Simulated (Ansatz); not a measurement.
| atom | x (Å) | y (Å) | z (Å) |
| --- | --- | --- | --- |
| Ge | -0.8957 | 0.4068 | 0.4015 |
| H | 1.2141 | -0.6314 | 0.5774 |
| F | 1.2849 | 0.2431 | 1.0136 |
| H | -0.3794 | 1.1303 | -0.9532 |
| Cl | -0.2236 | -1.6955 | -0.3313 |

All numbers below come from RKS PBE/def2-SVP (Ansatz).

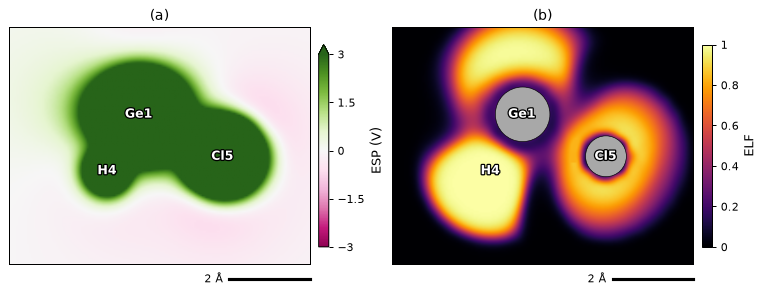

ClGeH···HF. (a) electrostatic potential; (b) electron localisation function on the plane of atoms H4, Ge1 and Cl5. Grey discs cover the atomic cores in the ELF map.

> What does the map show?

Atoms in the plane: Ge, H and Cl. Ge–Cl (2.33 Å): the ELF peaks at about 0.85 in the valence shell of Cl, 0.9 Å from its nucleus, and is about 0.55 at the midpoint. Ge–H (1.62 Å): the ELF climbs to about 1 towards the hydrogen. The ELF also peaks beside Cl5, away from the bonds: lone-pair regions. Outside the dense part of the complex the potential is most negative (−0.6 V) near Cl5.
